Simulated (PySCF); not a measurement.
# ClF$_{3}$Ti, SMILES `F[Ti](F)(F)Cl`: electronic structure

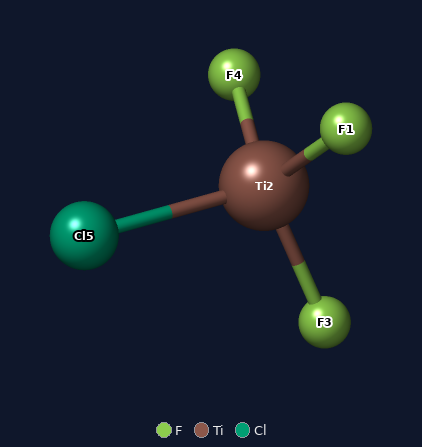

The molecule, with its atoms numbered as below. No frequency check shows the geometry to be a minimum.

Coordinates in Å:

```
F1       0.8042    1.2505    1.0518
Ti2      0.3624   -0.0001    0.0002
F3       0.8035   -1.5366    0.5567
F4       0.8039    0.2859   -1.6089
Cl5     -1.7457    0.0002   -0.0000
```

## 1. Bonding charge

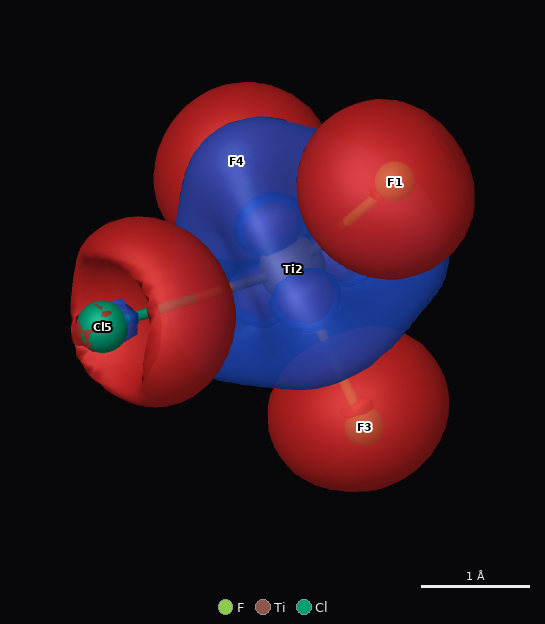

Deformation density (molecule less spherical, spin-averaged free atoms at the same positions), surfaces at ±0.04 e/Å³; red: gain, blue: loss.

Level of theory: B3LYP/def2-SVPD (PySCF), at a geometry from GFN2-xTB. This is a single-reference result, which may miss multireference character in this system.

Describe the bonding that the map shows.

Answer. Ti2–Cl5: +0.14 e/Å³ at the bond critical point (bond length 2.11 Å). Ti2–F3, F1–Ti2 and Ti2–F4: +0.09 e/Å³ at the bond critical point (bond length 1.69 Å); up to 0.6 Å beside the axis the gain reaches +0.31 e/Å³. In all, 1.2 electrons gather in the regions of gain relative to the promolecule. A small or negative value marks a very polar bond, one between electron-rich atoms, whose free-atom densities already overlap strongly, a long bond to a heavier atom, or a closed-shell contact such as a hydrogen bond.

Where do the Hirshfeld charges lie?

Answer. The highest Hirshfeld charge is on Ti2 (+0.75 e), the lowest on F1, F3 and F4 (−0.21 e).

## 2. Electrostatic potential

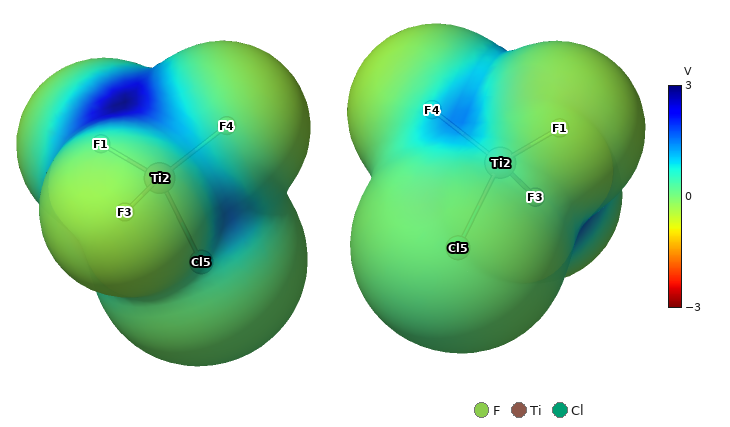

Electrostatic potential on the surface of electron density 0.001 a.u. (back view left, front view right).

Where are the extremes of the potential on the surface?

Answer. Highest: 2.95 V, 1.9 Å from Ti2. Further maxima include 1.65 V, off the F1–Ti2 bond (2.0 to 2.1 Å from its atoms); 1.58 V, off the Ti2–F4 bond (2.0 to 2.1 Å from its atoms). Lowest: −0.39 V, 1.6 Å from F4, and at like points elsewhere. Further minima include −0.06 V, 2.1 Å from Cl5, and at like points elsewhere. The surface is sampled at points, so like sites can differ by a few per cent and only the strongest of them is named.

Does Cl5 carry a σ-hole?

Answer. Yes: a local maximum of +0.22 V lies on the extension of the Ti2–Cl5 bond.

What volume does the surface enclose, and what is the dipole moment?

Answer. About 96 Å³; the dipole moment is 0.4 D.

## 3. In an electric field

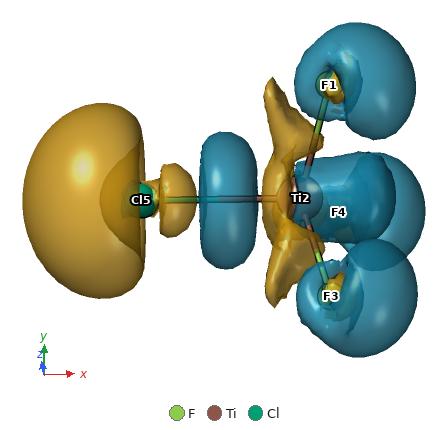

Change of the electron density in a uniform field of 0.21 V/Å, surfaces at ±0.0015 e/Å³ (yellow: gain, teal: loss).

Along which Cartesian direction does the field point?

Answer. Along +x: electrons gather on the −x side, against the field.

What dipole is induced, and what polarisability does it imply?

Answer. The induced dipole is 0.56 D (along the field); α along this axis, from the fields in both directions, is 55 bohr³ (8.1 Å³).

Which atoms gain and lose the most charge?

Answer. Electrons gather most on Cl5 (Hirshfeld charge changes by −0.026 e) and leave Ti2 most (+0.009 e); 0.043 electrons are displaced in all.
